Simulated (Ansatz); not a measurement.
## Molecular dynamics, with input and output: TiSiNH₈ClO₂ (part 2 of 3)

The same run, continued: TiSiNH₈ClO₂; RKS PBE/def2-SVP (Ansatz 0.2.0). It belongs to a series of runs on one base structure; here: dynamics from the highest image of the converged band.

Geometry of the input (Å):
```
Ti -0.0198  -0.5048  0.3632
N  0.2415  -0.1134  2.3494
H  -0.4379  0.2903  3.0015
H  1.1889  -0.1112  2.7432
O  1.6888  -0.7732  -0.0758
Si 2.8622  -1.1243  -1.2397
H  2.3377  -2.1799  -2.1702
H  3.2051  0.1211  -2.0085
H  4.0894  -1.6244  -0.5303
O  -0.7014  1.0678  -0.1736
H  -1.3056  1.1026  -0.9396
Cl -1.0919  -1.7075  -1.2643
H  -0.8090  -1.9221  1.3843
H  -0.3434  -1.3518  2.0496
```

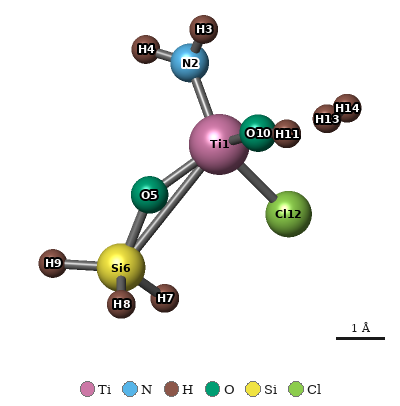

Fig. 1: The geometry at step 153 of the log (ball-and-stick view, seen at a tilt; atoms are numbered from 1 in the order of the input).

### The program's output, continued
```
md step   104: t =    52.00 fs  T =   543.5 K  F+E_penalty+E_count = -49200.29367642 eV  E_kin = 0.842979 eV  conserved = -49199.45069769 eV  (33 SCF iters)
md step   105: t =    52.50 fs  T =   545.0 K  F+E_penalty+E_count = -49200.29616366 eV  E_kin = 0.845382 eV  conserved = -49199.45078168 eV  (33 SCF iters)
md step   106: t =    53.00 fs  T =   544.8 K  F+E_penalty+E_count = -49200.29596713 eV  E_kin = 0.845120 eV  conserved = -49199.45084670 eV  (33 SCF iters)
md step   107: t =    53.50 fs  T =   542.4 K  F+E_penalty+E_count = -49200.29224049 eV  E_kin = 0.841404 eV  conserved = -49199.45083659 eV  (33 SCF iters)
md step   108: t =    54.00 fs  T =   538.0 K  F+E_penalty+E_count = -49200.28521205 eV  E_kin = 0.834479 eV  conserved = -49199.45073264 eV  (34 SCF iters)
md step   109: t =    54.50 fs  T =   532.4 K  F+E_penalty+E_count = -49200.27642706 eV  E_kin = 0.825844 eV  conserved = -49199.45058306 eV  (34 SCF iters)
md step   110: t =    55.00 fs  T =   527.1 K  F+E_penalty+E_count = -49200.26803378 eV  E_kin = 0.817559 eV  conserved = -49199.45047521 eV  (33 SCF iters)
md step   111: t =    55.50 fs  T =   522.9 K  F+E_penalty+E_count = -49200.26149105 eV  E_kin = 0.811016 eV  conserved = -49199.45047521 eV  (34 SCF iters)
md step   112: t =    56.00 fs  T =   519.6 K  F+E_penalty+E_count = -49200.25659510 eV  E_kin = 0.806016 eV  conserved = -49199.45057931 eV  (34 SCF iters)
md step   113: t =    56.50 fs  T =   516.3 K  F+E_penalty+E_count = -49200.25156907 eV  E_kin = 0.800861 eV  conserved = -49199.45070764 eV  (34 SCF iters)
md step   114: t =    57.00 fs  T =   511.6 K  F+E_penalty+E_count = -49200.24429646 eV  E_kin = 0.793546 eV  conserved = -49199.45075089 eV  (33 SCF iters)
md step   115: t =    57.50 fs  T =   505.0 K  F+E_penalty+E_count = -49200.23398526 eV  E_kin = 0.783335 eV  conserved = -49199.45065016 eV  (34 SCF iters)
md step   116: t =    58.00 fs  T =   497.5 K  F+E_penalty+E_count = -49200.22208272 eV  E_kin = 0.771637 eV  conserved = -49199.45044569 eV  (34 SCF iters)
md step   117: t =    58.50 fs  T =   490.9 K  F+E_penalty+E_count = -49200.21170128 eV  E_kin = 0.761453 eV  conserved = -49199.45024798 eV  (34 SCF iters)
md step   118: t =    59.00 fs  T =   487.3 K  F+E_penalty+E_count = -49200.20597613 eV  E_kin = 0.755821 eV  conserved = -49199.45015467 eV  (33 SCF iters)
md step   119: t =    59.50 fs  T =   487.6 K  F+E_penalty+E_count = -49200.20654564 eV  E_kin = 0.756351 eV  conserved = -49199.45019512 eV  (34 SCF iters)
md step   120: t =    60.00 fs  T =   491.7 K  F+E_penalty+E_count = -49200.21297424 eV  E_kin = 0.762629 eV  conserved = -49199.45034510 eV  (33 SCF iters)
md step   121: t =    60.50 fs  T =   498.0 K  F+E_penalty+E_count = -49200.22302701 eV  E_kin = 0.772466 eV  conserved = -49199.45056109 eV  (33 SCF iters)
md step   122: t =    61.00 fs  T =   504.5 K  F+E_penalty+E_count = -49200.23332514 eV  E_kin = 0.782531 eV  conserved = -49199.45079440 eV  (33 SCF iters)
md step   123: t =    61.50 fs  T =   508.8 K  F+E_penalty+E_count = -49200.24016170 eV  E_kin = 0.789179 eV  conserved = -49199.45098240 eV  (33 SCF iters)
md step   124: t =    62.00 fs  T =   509.0 K  F+E_penalty+E_count = -49200.24057912 eV  E_kin = 0.789539 eV  conserved = -49199.45104035 eV  (33 SCF iters)
md step   125: t =    62.50 fs  T =   504.7 K  F+E_penalty+E_count = -49200.23371812 eV  E_kin = 0.782823 eV  conserved = -49199.45089477 eV  (33 SCF iters)
md step   126: t =    63.00 fs  T =   497.3 K  F+E_penalty+E_count = -49200.22188606 eV  E_kin = 0.771334 eV  conserved = -49199.45055164 eV  (34 SCF iters)
md step   127: t =    63.50 fs  T =   490.1 K  F+E_penalty+E_count = -49200.21034285 eV  E_kin = 0.760195 eV  conserved = -49199.45014769 eV  (33 SCF iters)
md step   128: t =    64.00 fs  T =   486.9 K  F+E_penalty+E_count = -49200.20517287 eV  E_kin = 0.755275 eV  conserved = -49199.44989747 eV  (34 SCF iters)
md step   129: t =    64.50 fs  T =   490.0 K  F+E_penalty+E_count = -49200.21005458 eV  E_kin = 0.760100 eV  conserved = -49199.44995470 eV  (34 SCF iters)
md step   130: t =    65.00 fs  T =   498.8 K  F+E_penalty+E_count = -49200.22401818 eV  E_kin = 0.773729 eV  conserved = -49199.45028937 eV  (34 SCF iters)
md step   131: t =    65.50 fs  T =   510.1 K  F+E_penalty+E_count = -49200.24194207 eV  E_kin = 0.791240 eV  conserved = -49199.45070252 eV  (34 SCF iters)
md step   132: t =    66.00 fs  T =   520.0 K  F+E_penalty+E_count = -49200.25755646 eV  E_kin = 0.806594 eV  conserved = -49199.45096267 eV  (34 SCF iters)
md step   133: t =    66.50 fs  T =   526.1 K  F+E_penalty+E_count = -49200.26695698 eV  E_kin = 0.816013 eV  conserved = -49199.45094416 eV  (33 SCF iters)
md step   134: t =    67.00 fs  T =   528.5 K  F+E_penalty+E_count = -49200.27050486 eV  E_kin = 0.819813 eV  conserved = -49199.45069152 eV  (33 SCF iters)
md step   135: t =    67.50 fs  T =   529.8 K  F+E_penalty+E_count = -49200.27215885 eV  E_kin = 0.821783 eV  conserved = -49199.45037611 eV  (33 SCF iters)
md step   136: t =    68.00 fs  T =   532.9 K  F+E_penalty+E_count = -49200.27684805 eV  E_kin = 0.826657 eV  conserved = -49199.45019071 eV  (33 SCF iters)
md step   137: t =    68.50 fs  T =   539.8 K  F+E_penalty+E_count = -49200.28752492 eV  E_kin = 0.837290 eV  conserved = -49199.45023449 eV  (34 SCF iters)
md step   138: t =    69.00 fs  T =   550.0 K  F+E_penalty+E_count = -49200.30361800 eV  E_kin = 0.853152 eV  conserved = -49199.45046648 eV  (23 SCF iters)
md step   139: t =    69.50 fs  T =   561.4 K  F+E_penalty+E_count = -49200.32161114 eV  E_kin = 0.870865 eV  conserved = -49199.45074581 eV  (34 SCF iters)
md step   140: t =    70.00 fs  T =   571.4 K  F+E_penalty+E_count = -49200.33716038 eV  E_kin = 0.886235 eV  conserved = -49199.45092523 eV  (33 SCF iters)
md step   141: t =    70.50 fs  T =   577.9 K  F+E_penalty+E_count = -49200.34737967 eV  E_kin = 0.896452 eV  conserved = -49199.45092717 eV  (34 SCF iters)
md step   142: t =    71.00 fs  T =   581.1 K  F+E_penalty+E_count = -49200.35206547 eV  E_kin = 0.901288 eV  conserved = -49199.45077710 eV  (34 SCF iters)
md step   143: t =    71.50 fs  T =   582.0 K  F+E_penalty+E_count = -49200.35334663 eV  E_kin = 0.902773 eV  conserved = -49199.45057317 eV  (33 SCF iters)
md step   144: t =    72.00 fs  T =   582.7 K  F+E_penalty+E_count = -49200.35425126 eV  E_kin = 0.903850 eV  conserved = -49199.45040118 eV  (34 SCF iters)
md step   145: t =    72.50 fs  T =   584.8 K  F+E_penalty+E_count = -49200.35740990 eV  E_kin = 0.907133 eV  conserved = -49199.45027738 eV  (33 SCF iters)
md step   146: t =    73.00 fs  T =   589.6 K  F+E_penalty+E_count = -49200.36473034 eV  E_kin = 0.914550 eV  conserved = -49199.45018023 eV  (34 SCF iters)
md step   147: t =    73.50 fs  T =   597.9 K  F+E_penalty+E_count = -49200.37761651 eV  E_kin = 0.927488 eV  conserved = -49199.45012895 eV  (34 SCF iters)
md step   148: t =    74.00 fs  T =   610.2 K  F+E_penalty+E_count = -49200.39667081 eV  E_kin = 0.946476 eV  conserved = -49199.45019497 eV  (35 SCF iters)
md step   149: t =    74.50 fs  T =   625.6 K  F+E_penalty+E_count = -49200.42072738 eV  E_kin = 0.970307 eV  conserved = -49199.45042059 eV  (35 SCF iters)
md step   150: t =    75.00 fs  T =   641.8 K  F+E_penalty+E_count = -49200.44632169 eV  E_kin = 0.995578 eV  conserved = -49199.45074391 eV  (35 SCF iters)
md step   151: t =    75.50 fs  T =   656.1 K  F+E_penalty+E_count = -49200.46864448 eV  E_kin = 1.017628 eV  conserved = -49199.45101693 eV  (35 SCF iters)
md step   152: t =    76.00 fs  T =   665.7 K  F+E_penalty+E_count = -49200.48371710 eV  E_kin = 1.032613 eV  conserved = -49199.45110460 eV  (24 SCF iters)
md step   153: t =    76.50 fs  T =   670.1 K  F+E_penalty+E_count = -49200.49036829 eV  E_kin = 1.039392 eV  conserved = -49199.45097666 eV  (34 SCF iters)
md step   154: t =    77.00 fs  T =   670.4 K  F+E_penalty+E_count = -49200.49066934 eV  E_kin = 1.039945 eV  conserved = -49199.45072453 eV  (34 SCF iters)
md step   155: t =    77.50 fs  T =   669.3 K  F+E_penalty+E_count = -49200.48860857 eV  E_kin = 1.038125 eV  conserved = -49199.45048379 eV  (35 SCF iters)
md step   156: t =    78.00 fs  T =   669.0 K  F+E_penalty+E_count = -49200.48806569 eV  E_kin = 1.037723 eV  conserved = -49199.45034244 eV  (35 SCF iters)
md step   157: t =    78.50 fs  T =   671.2 K  F+E_penalty+E_count = -49200.49143619 eV  E_kin = 1.041126 eV  conserved = -49199.45031009 eV  (34 SCF iters)
md step   158: t =    79.00 fs  T =   676.3 K  F+E_penalty+E_count = -49200.49937220 eV  E_kin = 1.049007 eV  conserved = -49199.45036522 eV  (34 SCF iters)
md step   159: t =    79.50 fs  T =   683.7 K  F+E_penalty+E_count = -49200.51103024 eV  E_kin = 1.060535 eV  conserved = -49199.45049543 eV  (34 SCF iters)
md step   160: t =    80.00 fs  T =   692.2 K  F+E_penalty+E_count = -49200.52428966 eV  E_kin = 1.073615 eV  conserved = -49199.45067430 eV  (35 SCF iters)
md step   161: t =    80.50 fs  T =   699.8 K  F+E_penalty+E_count = -49200.53626431 eV  E_kin = 1.085441 eV  conserved = -49199.45082286 eV  (34 SCF iters)
md step   162: t =    81.00 fs  T =   705.1 K  F+E_penalty+E_count = -49200.54456153 eV  E_kin = 1.093721 eV  conserved = -49199.45084100 eV  (35 SCF iters)
md step   163: t =    81.50 fs  T =   708.0 K  F+E_penalty+E_count = -49200.54880358 eV  E_kin = 1.098121 eV  conserved = -49199.45068248 eV  (34 SCF iters)
md step   164: t =    82.00 fs  T =   709.7 K  F+E_penalty+E_count = -49200.55130222 eV  E_kin = 1.100899 eV  conserved = -49199.45040357 eV  (35 SCF iters)
md step   165: t =    82.50 fs  T =   713.1 K  F+E_penalty+E_count = -49200.55619810 eV  E_kin = 1.106058 eV  conserved = -49199.45013961 eV  (33 SCF iters)
md step   166: t =    83.00 fs  T =   720.3 K  F+E_penalty+E_count = -49200.56735182 eV  E_kin = 1.117303 eV  conserved = -49199.45004925 eV  (33 SCF iters)
md step   167: t =    83.50 fs  T =   732.2 K  F+E_penalty+E_count = -49200.58594315 eV  E_kin = 1.135714 eV  conserved = -49199.45022899 eV  (23 SCF iters)
md step   168: t =    84.00 fs  T =   746.8 K  F+E_penalty+E_count = -49200.60905153 eV  E_kin = 1.158403 eV  conserved = -49199.45064882 eV  (33 SCF iters)
md step   169: t =    84.50 fs  T =   760.1 K  F+E_penalty+E_count = -49200.63019787 eV  E_kin = 1.179059 eV  conserved = -49199.45113912 eV  (33 SCF iters)
md step   170: t =    85.00 fs  T =   767.5 K  F+E_penalty+E_count = -49200.64198328 eV  E_kin = 1.190525 eV  conserved = -49199.45145782 eV  (33 SCF iters)
md step   171: t =    85.50 fs  T =   766.1 K  F+E_penalty+E_count = -49200.63979482 eV  E_kin = 1.188385 eV  conserved = -49199.45141025 eV  (34 SCF iters)
md step   172: t =    86.00 fs  T =   756.7 K  F+E_penalty+E_count = -49200.62471971 eV  E_kin = 1.173749 eV  conserved = -49199.45097116 eV  (33 SCF iters)
md step   173: t =    86.50 fs  T =   743.6 K  F+E_penalty+E_count = -49200.60380683 eV  E_kin = 1.153467 eV  conserved = -49199.45033939 eV  (33 SCF iters)
md step   174: t =    87.00 fs  T =   733.1 K  F+E_penalty+E_count = -49200.58695380 eV  E_kin = 1.137104 eV  conserved = -49199.44985019 eV  (33 SCF iters)
md step   175: t =    87.50 fs  T =   729.8 K  F+E_penalty+E_count = -49200.58183603 eV  E_kin = 1.132078 eV  conserved = -49199.44975822 eV  (33 SCF iters)
md step   176: t =    88.00 fs  T =   735.0 K  F+E_penalty+E_count = -49200.59006612 eV  E_kin = 1.140004 eV  conserved = -49199.45006230 eV  (33 SCF iters)
md step   177: t =    88.50 fs  T =   745.7 K  F+E_penalty+E_count = -49200.60715199 eV  E_kin = 1.156621 eV  conserved = -49199.45053146 eV  (33 SCF iters)
md step   178: t =    89.00 fs  T =   757.5 K  F+E_penalty+E_count = -49200.62590095 eV  E_kin = 1.175003 eV  conserved = -49199.45089784 eV  (33 SCF iters)
md step   179: t =    89.50 fs  T =   766.8 K  F+E_penalty+E_count = -49200.64048892 eV  E_kin = 1.189465 eV  conserved = -49199.45102370 eV  (33 SCF iters)
md step   180: t =    90.00 fs  T =   772.2 K  F+E_penalty+E_count = -49200.64868234 eV  E_kin = 1.197754 eV  conserved = -49199.45092802 eV  (33 SCF iters)
md step   181: t =    90.50 fs  T =   774.3 K  F+E_penalty+E_count = -49200.65167945 eV  E_kin = 1.200963 eV  conserved = -49199.45071666 eV  (23 SCF iters)
md step   182: t =    91.00 fs  T =   774.9 K  F+E_penalty+E_count = -49200.65253007 eV  E_kin = 1.202025 eV  conserved = -49199.45050503 eV  (33 SCF iters)
md step   183: t =    91.50 fs  T =   776.2 K  F+E_penalty+E_count = -49200.65431946 eV  E_kin = 1.203942 eV  conserved = -49199.45037722 eV  (33 SCF iters)
md step   184: t =    92.00 fs  T =   779.1 K  F+E_penalty+E_count = -49200.65881540 eV  E_kin = 1.208440 eV  conserved = -49199.45037513 eV  (33 SCF iters)
md step   185: t =    92.50 fs  T =   783.5 K  F+E_penalty+E_count = -49200.66580063 eV  E_kin = 1.215298 eV  conserved = -49199.45050269 eV  (33 SCF iters)
md step   186: t =    93.00 fs  T =   788.1 K  F+E_penalty+E_count = -49200.67310253 eV  E_kin = 1.222390 eV  conserved = -49199.45071220 eV  (33 SCF iters)
md step   187: t =    93.50 fs  T =   790.7 K  F+E_penalty+E_count = -49200.67739748 eV  E_kin = 1.226484 eV  conserved = -49199.45091395 eV  (33 SCF iters)
md step   188: t =    94.00 fs  T =   789.5 K  F+E_penalty+E_count = -49200.67567021 eV  E_kin = 1.224670 eV  conserved = -49199.45100069 eV  (33 SCF iters)
md step   189: t =    94.50 fs  T =   783.9 K  F+E_penalty+E_count = -49200.66682565 eV  E_kin = 1.215915 eV  conserved = -49199.45091051 eV  (33 SCF iters)
md step   190: t =    95.00 fs  T =   774.9 K  F+E_penalty+E_count = -49200.65256702 eV  E_kin = 1.201902 eV  conserved = -49199.45066526 eV  (33 SCF iters)
md step   191: t =    95.50 fs  T =   765.0 K  F+E_penalty+E_count = -49200.63698093 eV  E_kin = 1.186621 eV  conserved = -49199.45036019 eV  (33 SCF iters)
md step   192: t =    96.00 fs  T =   757.4 K  F+E_penalty+E_count = -49200.62499018 eV  E_kin = 1.174863 eV  conserved = -49199.45012722 eV  (33 SCF iters)
md step   193: t =    96.50 fs  T =   754.4 K  F+E_penalty+E_count = -49200.62030488 eV  E_kin = 1.170227 eV  conserved = -49199.45007788 eV  (33 SCF iters)
md step   194: t =    97.00 fs  T =   756.6 K  F+E_penalty+E_count = -49200.62374584 eV  E_kin = 1.173507 eV  conserved = -49199.45023866 eV  (33 SCF iters)
md step   195: t =    97.50 fs  T =   762.3 K  F+E_penalty+E_count = -49200.63288984 eV  E_kin = 1.182368 eV  conserved = -49199.45052160 eV  (23 SCF iters)
md step   196: t =    98.00 fs  T =   768.9 K  F+E_penalty+E_count = -49200.64340416 eV  E_kin = 1.192623 eV  conserved = -49199.45078115 eV  (34 SCF iters)
md step   197: t =    98.50 fs  T =   773.8 K  F+E_penalty+E_count = -49200.65120022 eV  E_kin = 1.200279 eV  conserved = -49199.45092091 eV  (34 SCF iters)
md step   198: t =    99.00 fs  T =   775.6 K  F+E_penalty+E_count = -49200.65391334 eV  E_kin = 1.202973 eV  conserved = -49199.45094061 eV  (34 SCF iters)
md step   199: t =    99.50 fs  T =   773.7 K  F+E_penalty+E_count = -49200.65099243 eV  E_kin = 1.200093 eV  conserved = -49199.45089958 eV  (34 SCF iters)
these checks for a lower state are left out or cut short: starts, cluster_reference, orbital_swaps, neighbouring_geometries, increment
1693 factors; their error is unknown
mean field -49200.64289406 eV, -1808.0902769631 hartree, gradient 1.6e-5 eV, S^2 0.000000; 0 other end points of the search recorded, 0 dependent functions left out
the calculation of the forces begins
reference -49200.64298904 eV, -1808.0902804535 hartree; 42, 42 occupied and 107, 107 virtual orbitals, 1693 factors
1693 factors; their error is unknown
mean field -49200.64289406 eV, -1808.0902769631 hartree, gradient 1.6e-5 eV, S^2 0.000000; 1 other end points of the search recorded, 0 dependent functions left out
the calculation of the forces begins
reference -49200.64298904 eV, -1808.0902804535 hartree; 42, 42 occupied and 107, 107 virtual orbitals, 1693 factors
md step   200: t =   100.00 fs  T =   768.5 K  F+E_penalty+E_count = -49200.64289406 eV  E_kin = 1.192048 eV  conserved = -49199.45084591 eV  (23 SCF iters)
```

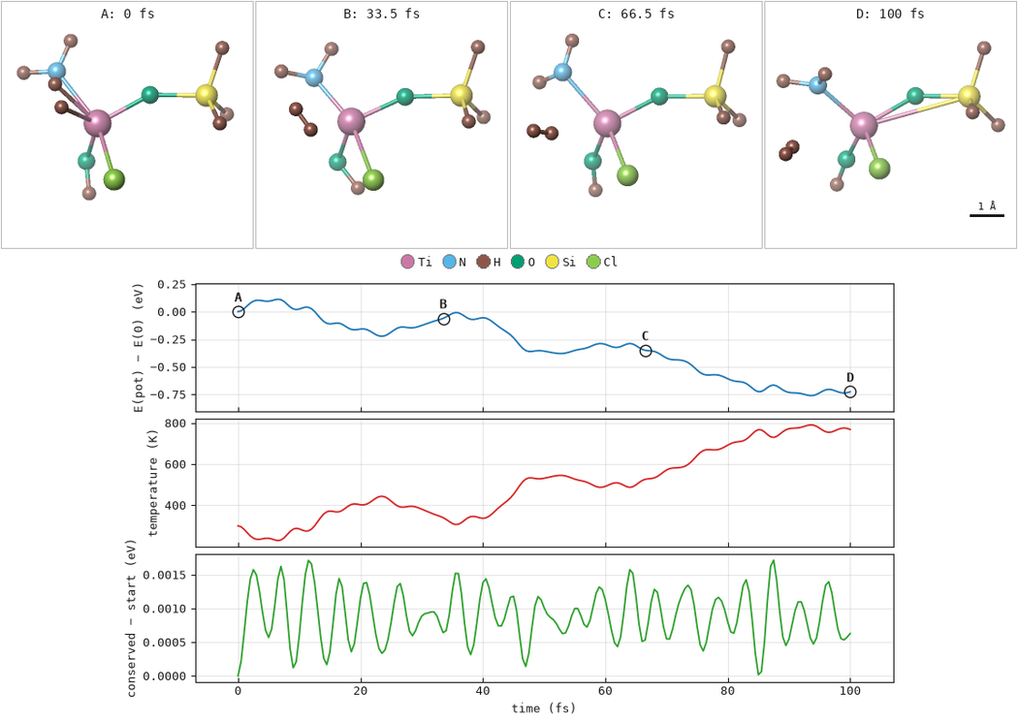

Fig. 2: Frames of the molecular dynamics (ball-and-stick, seen at a tilt) above the curves, on which the letters mark them. The trajectory kept here has 201 frames over 100 fs. The temperature starts at 300 K, ranges from 228 to 791 K and averages 636 K over the second half. The potential energy ends 0.726 eV below its first value. The conserved quantity stays within 0.0017 eV. After an unweighted best fit of the last frame on the first, the root-mean-square displacement is 1.54 Å, and H14 has moved furthest (3.90 Å).

```
Total energy: -49200.64298904 eV, -1808.0902804535 hartree
Atom 0 at     0.097439    -0.207986     0.257901 Å, force     0.003576    -1.225430     0.821881 eV/Å
Atom 1 at    -0.124481    -0.592251     2.105274 Å, force    -0.572187     0.060412     0.271378 eV/Å
Atom 2 at    -0.680644    -0.196059     2.909726 Å, force     0.621264    -0.409990    -1.003971 eV/Å
Atom 3 at     0.012361    -1.612895     2.239621 Å, force     0.077958     0.338571     0.266751 eV/Å
Atom 4 at     1.825408    -0.378698    -0.215523 Å, force     0.299751    -0.261192    -0.439970 eV/Å
Atom 5 at     2.761885    -1.251435    -1.326606 Å, force     0.156637     0.020295     0.436268 eV/Å
Atom 6 at     2.149841    -2.584007    -1.659692 Å, force    -0.174343     0.081610    -0.084390 eV/Å
Atom 7 at     2.974062    -0.437609    -2.584599 Å, force     0.042825    -0.096825     0.154111 eV/Å
Atom 8 at     4.050550    -1.593416    -0.616701 Å, force     0.072246     0.193038    -0.208228 eV/Å
Atom 9 at    -0.627027     1.295415    -0.152675 Å, force    -0.095060     0.782328     0.104879 eV/Å
Atom 10 at    -1.212742     1.963916    -0.506107 Å, force    -0.389835     0.511736    -0.325758 eV/Å
Atom 11 at    -0.914953    -1.846456    -0.887062 Å, force    -0.050132    -0.004903     0.016666 eV/Å
Atom 12 at    -3.079741    -4.735067     1.576194 Å, force    -0.285567    -0.384876     0.001094 eV/Å
Atom 13 at    -3.545066    -5.364750     1.606057 Å, force     0.292868     0.395226    -0.010712 eV/Å
Dipole moment:    -0.248435     0.384279     0.225345 e Å
```

### Trajectory as extended XYZ (Å, eV, eV/Å), 15 of the 201 frames kept, from step=0 to step=200
```
14
Properties=species:S:1:pos:R:3:forces:R:3 step=0 time_fs=0.0 energy=-49199.91681 temperature=300.0
Ti   -0.0198   -0.5048    0.3632   -0.0057  -0.0047  -0.0043
N     0.2415   -0.1134    2.3494    0.0072   0.0028  -0.0242
H    -0.4379    0.2903    3.0015    0.0035  -0.0008   0.0063
H     1.1889   -0.1112    2.7432   -0.0020  -0.0037   0.0106
O     1.6888   -0.7732   -0.0758   -0.0043  -0.0169   0.0076
Si    2.8622   -1.1243   -1.2397    0.0079   0.0052  -0.0066
H     2.3377   -2.1799   -2.1702    0.0024   0.0002   0.0001
H     3.2051    0.1211   -2.0085   -0.0039   0.0015  -0.0008
H     4.0894   -1.6244   -0.5303    0.0008   0.0035  -0.0005
O    -0.7014    1.0678   -0.1736    0.0065   0.0313   0.0177
H    -1.3056    1.1026   -0.9396   -0.0012  -0.0239  -0.0074
Cl   -1.0919   -1.7075   -1.2643   -0.0006  -0.0025  -0.0012
H    -0.8090   -1.9221    1.3843   -0.0002   0.0013  -0.0004
H    -0.3434   -1.3518    2.0496   -0.0103   0.0065   0.0029
```
